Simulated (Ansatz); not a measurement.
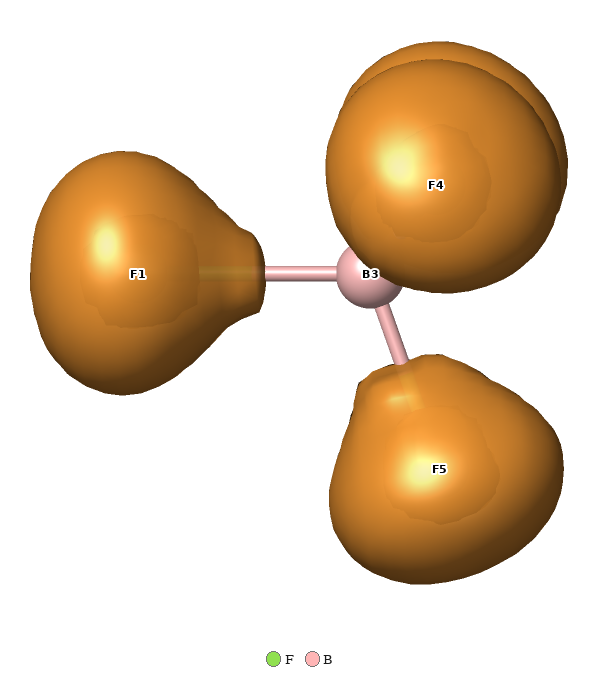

Figure 1: BF4 (charge −1). Isosurface of the electron localisation function at 0.75 (orange), seen across its widest extent. Only the valence region is drawn (cores and ρ < 0.01 e/Å³ removed).

Geometry: rigid move from PBE0-D4/def2-TZVPD.

These are results of RKS PBE0-D4/def2-TZVPPD (Ansatz 0.2.0), not measurements.

```xyz
5

F    -0.0715    0.1092   -1.3997
F     0.5913    1.1505    0.6996
B     0.0086   -0.0131    0.1679
F    -1.2862   -0.1705    0.6924
F     0.7921   -1.1286    0.5115
```

### What do the ELF domains correspond to?

The ELF exceeds this value in four regions on F in which the atom's valence shell and bonds are merged.

Values along the shortest contacts:
B–F (1.41 Å): the ELF peaks at about 0.85 between the atoms, as expected for a shared but strongly polarised pair. B–F (1.57 Å): the ELF peaks at about 0.85 between the atoms (a shared but strongly polarised pair).
